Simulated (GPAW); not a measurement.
## SiNH₂F: excited-state calculation

The run: excited-state calculation of SiNH₂F. Method and program: TDDFT (PBE)/dzp, scalar-relativistic datasets (GPAW 26.7.0).

The geometry comes from this level: PBE0-D4/def2-TZVP.

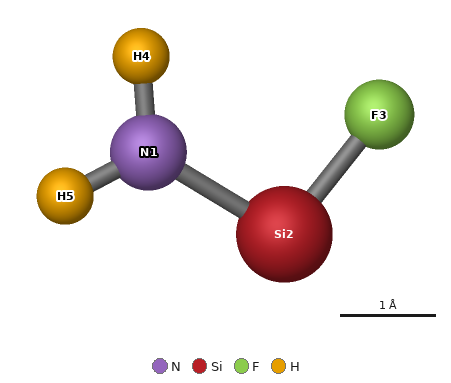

*The structure as given in the input (ball-and-stick view, seen at a tilt; atoms are numbered from 1 in the order of the input).*

Bond lengths as drawn: F–Si 1.62 Å, H–N 1.01 Å and N–Si 1.70 Å.

## The input (run.py)
```python
from ase.io import read
from ase.units import Hartree
from gpaw import GPAW
from gpaw.lrtddft import LrTDDFT
from gpaw.utilities.adjust_cell import adjust_cell

atoms = read("run.xyz")
adjust_cell(atoms, 4.5, h=0.2)

dft = GPAW(mode="lcao",
           legacy_gpaw=True,
           h=0.2,
           maxiter=100,
           basis="dzp",
           nbands="nao",
           xc="PBE",
           symmetry="off",
           txt="run.txt")
atoms.calc = dft
atoms.get_potential_energy()

lr = LrTDDFT(dft, restrict={"jend": 14, "istart": 6}, txt="lr.txt")
lr.diagonalize()
energies = [x.get_energy() * Hartree for x in lr][:10]
strengths = [x.get_oscillator_strength()[0] for x in lr][:10]
for n, (e, f) in enumerate(zip(energies, strengths), 1):
    print(f'{n:3d} {e:8.3f} eV  f = {f:.4f}')
```

## File run.xyz
```
5

N     -0.421300     0.240100    -0.331100
Si     0.136100    -1.133600     0.505100
F      1.565400    -0.548800     1.001500
H      0.085400     1.109600    -0.420900
H     -1.315700     0.259100    -0.796000
```

Run on 1 thread of Arm Neoverse V1, 24 GiB of memory available, shared host.

Launched with:
```bash
python3 -u run.py | tee run.out
```

## Output
```
1    5.425 eV  f = 0.1670
  2    6.748 eV  f = 0.0201
  3    7.275 eV  f = 0.0026
  4    7.522 eV  f = 0.1737
  5    7.747 eV  f = 0.3586
  6    7.790 eV  f = 0.0278
  7    8.683 eV  f = 0.0728
  8    8.887 eV  f = 0.1455
  9    9.611 eV  f = 0.0927
 10    9.997 eV  f = 0.0011
```

## File lr.txt
```
Kohn-Sham single transitions

KSS 18 transitions (restrict={'jend': 14, 'istart': 6})
KSS TRK sum 1.84862 (1.83752,2.12904,1.57931)
KSS polarisabilities(l=0-3) 1.84862, 34.1554, 879.515, 28529

Linear response TDDFT calculation

RPA 18 transitions
RPA kss[0]= # <KSSingle> 6->9 0(0) eji=7.6227[eV] (-0.0733824,0.0577164,0.143575)
RPA estimated time left 13s
RPA kss[1]= # <KSSingle> 6->10 0(0) eji=9.56476[eV] (0.145466,-0.208282,0.15794)
RPA estimated time left 5s
RPA kss[2]= # <KSSingle> 6->11 0(0) eji=10.6829[eV] (0.441508,-0.0469212,0.244486)
RPA estimated time left 4s
RPA kss[3]= # <KSSingle> 6->12 0(0) eji=12.2641[eV] (-0.186959,0.0171739,-0.102523)
RPA estimated time left 4s
RPA kss[4]= # <KSSingle> 6->13 0(0) eji=12.4145[eV] (-0.131191,-0.164963,-0.000854029)
RPA estimated time left 3s
RPA kss[5]= # <KSSingle> 6->14 0(0) eji=15.3566[eV] (-0.0108539,0.00835153,0.0208421)
RPA estimated time left 3s
RPA kss[6]= # <KSSingle> 7->9 0(0) eji=5.27111[eV] (-0.25348,0.488268,-0.32576)
RPA estimated time left 3s
RPA kss[7]= # <KSSingle> 7->10 0(0) eji=7.21317[eV] (-0.0395174,0.0309251,0.0769552)
RPA estimated time left 2s
RPA kss[8]= # <KSSingle> 7->11 0(0) eji=8.33128[eV] (0.119353,-0.0940068,-0.233965)
RPA estimated time left 2s
RPA kss[9]= # <KSSingle> 7->12 0(0) eji=9.91255[eV] (0.01523,-0.0119445,-0.0298121)
RPA estimated time left 2s
RPA kss[10]= # <KSSingle> 7->13 0(0) eji=10.0629[eV] (-0.0770529,0.0605582,0.150679)
RPA estimated time left 2s
RPA kss[11]= # <KSSingle> 7->14 0(0) eji=13.005[eV] (0.138594,-0.138815,0.12662)
RPA estimated time left 1s
RPA kss[12]= # <KSSingle> 8->9 0(0) eji=4.03835[eV] (-0.233832,0.183505,0.457059)
RPA estimated time left 1s
RPA kss[13]= # <KSSingle> 8->10 0(0) eji=5.98041[eV] (0.629743,-0.196247,0.400823)
RPA estimated time left 1s
RPA kss[14]= # <KSSingle> 8->11 0(0) eji=7.09853[eV] (0.0795258,0.590198,-0.1962)
RPA estimated time left 1s
RPA kss[15]= # <KSSingle> 8->12 0(0) eji=8.6798[eV] (0.255666,0.436878,-0.044582)
RPA estimated time left 0s
RPA kss[16]= # <KSSingle> 8->13 0(0) eji=8.83011[eV] (0.10092,-0.31845,0.17952)
RPA estimated time left 0s
RPA kss[17]= # <KSSingle> 8->14 0(0) eji=11.7722[eV] (-0.0802282,0.0628928,0.157157)
XC 18 transitions
XC kss[0]
XC estimated time left 13s
XC kss[1]
XC estimated time left 12s
XC kss[2]
XC estimated time left 11s
XC kss[3]
XC estimated time left 11s
XC kss[4]
XC estimated time left 10s
XC kss[5]
XC estimated time left 9s
XC kss[6]
XC estimated time left 8s
XC kss[7]
XC estimated time left 7s
XC kss[8]
XC estimated time left 6s
XC kss[9]
XC estimated time left 6s
XC kss[10]
XC estimated time left 5s
XC kss[11]
XC estimated time left 4s
XC kss[12]
XC estimated time left 3s
XC kss[13]
XC estimated time left 3s
XC kss[14]
XC estimated time left 2s
XC kss[15]
XC estimated time left 1s
XC kss[16]
XC estimated time left 1s
XC kss[17]
# diagonalize: 18 transitions original
# diagonalize: 18 transitions now
LrTDDFT digonalized:
  <LrTDDFTExcitation> om=5.42539[eV] |me|=0.500499 (0.43,-0.34,-0.84)
  <LrTDDFTExcitation> om=6.74771[eV] |me|=0.173647 (-0.90,-0.11,-0.42)
  <LrTDDFTExcitation> om=7.27517[eV] |me|=0.0620082 (0.42,-0.34,-0.84)
  <LrTDDFTExcitation> om=7.52197[eV] |me|=0.510497 (-0.88,-0.36,-0.30)
  <LrTDDFTExcitation> om=7.74651[eV] |me|=0.733383 (-0.40,0.76,-0.51)
  <LrTDDFTExcitation> om=7.79043[eV] |me|=0.204128 (-0.44,0.35,0.82)
  <LrTDDFTExcitation> om=8.6831[eV] |me|=0.330445 (0.43,-0.34,-0.84)
  <LrTDDFTExcitation> om=8.88686[eV] |me|=0.467148 (-0.60,-0.80,0.01)
  <LrTDDFTExcitation> om=9.61141[eV] |me|=0.372843 (-0.06,-0.94,0.34)
  <LrTDDFTExcitation> om=9.99706[eV] |me|=0.0400441 (0.43,-0.33,-0.84)
  <LrTDDFTExcitation> om=10.0951[eV] |me|=0.736259 (-0.34,0.80,-0.49)
  <LrTDDFTExcitation> om=10.2258[eV] |me|=0.243394 (-0.43,0.34,0.84)
  <LrTDDFTExcitation> om=11.2224[eV] |me|=0.601149 (0.80,-0.29,0.52)
  <LrTDDFTExcitation> om=11.8817[eV] |me|=0.125602 (0.43,-0.33,-0.84)
  <LrTDDFTExcitation> om=12.4164[eV] |me|=0.225595 (0.90,0.27,0.35)
  <LrTDDFTExcitation> om=12.9811[eV] |me|=0.306952 (-0.89,-0.31,-0.33)
  <LrTDDFTExcitation> om=13.2928[eV] |me|=0.237396 (-0.71,0.45,-0.54)
  <LrTDDFTExcitation> om=15.3647[eV] |me|=0.018164 (0.44,-0.33,-0.83)
Timing:          incl.     excl.
---------------------------------------
diagonalize:     0.001     0.000   0.0% |
 build:          0.000     0.000   0.0% |
 clean:          0.000     0.000   0.0% |
 omega:          0.001     0.001   0.0% |
Other:          22.025    22.025 100.0% |---------------------------------------|
---------------------------------------
Total:                    22.026 100.0%

Memory usage: 450.90 MiB
```

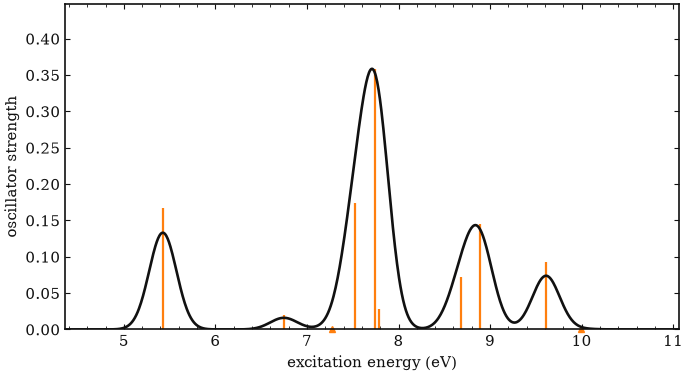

*Computed excitations as sticks (degenerate states added up, dark ones marked on the axis), with a Gaussian envelope of 0.35 eV full width at half maximum, scaled to the tallest.*

Of the 10 states the lowest lies at 5.43 eV (f = 0.167); the strongest line is at 7.75 eV, or 160 nm (f = 0.359).

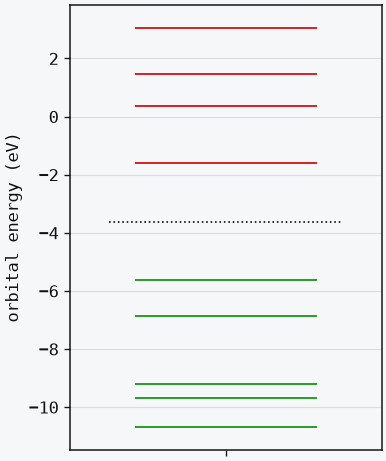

*Orbital energies near the frontier; the dotted line parts filled from empty levels, and levels within 0.02 eV of each other stand side by side.*

Highest filled −5.63 eV, lowest empty −1.59 eV, 4.04 eV apart.

## Key numbers

```csv
quantity,value
outcome,converged
energy relative to the program's reference atoms,−23.8980 eV
basis functions,49
HOMO,−5.63 eV
LUMO,−1.59 eV
dipole moment,2.43 D
lowest excitation,5.43 eV
wall time,29 s
peak memory,0.44 GiB
```
